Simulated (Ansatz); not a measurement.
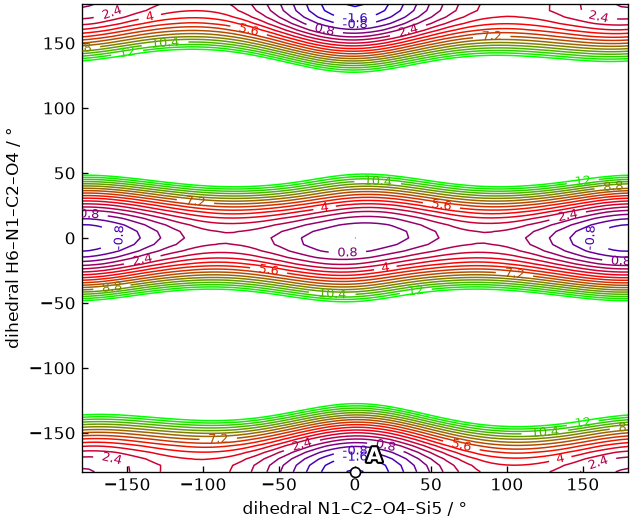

CH4FNOSi, SMILES N=C(F)O[SiH3]. The first coordinate is: dihedral N1–C2–O4–Si5; the second: dihedral H6–N1–C2–O4. Nothing is relaxed (all other coordinates rigid). The grid has 18 × 18 points. Points are written as (first, second). Energies: kcal/mol, counted from the relaxed molecule at the same level. The dihedral twists a double bond; near 90° a spin-restricted reference is unreliable. Computed with RKS r2SCAN-D4/def2-SVP (Ansatz 0.2.0).

In the figure: contour lines labelled in kcal/mol (none above 12.8), the point A. Between grid points the surface is interpolated.

> Find the lowest pass out of the well at A.

The easiest path leads from the well at (0°, −180°) to the well at (−180°, −180°), about 4 kcal/mol higher. Its highest point lies about 6.1 kcal/mol above the bottom of the first well on the interpolated surface, at (−100°, −180°). Seen from the upper well the barrier is about 2.1 kcal/mol. This is the barrier on the constrained surface; relaxing the other coordinates would change it.

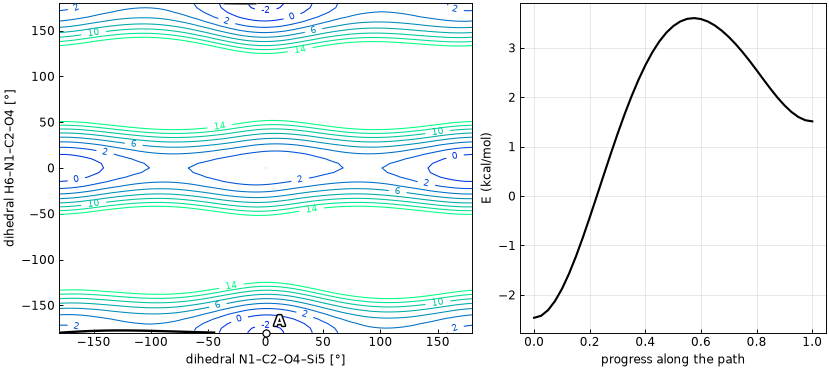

The picture shows contour lines labelled in kcal/mol (none above 14), a line along the lowest path, the energy along the path at the right. Between grid points the surface is interpolated.
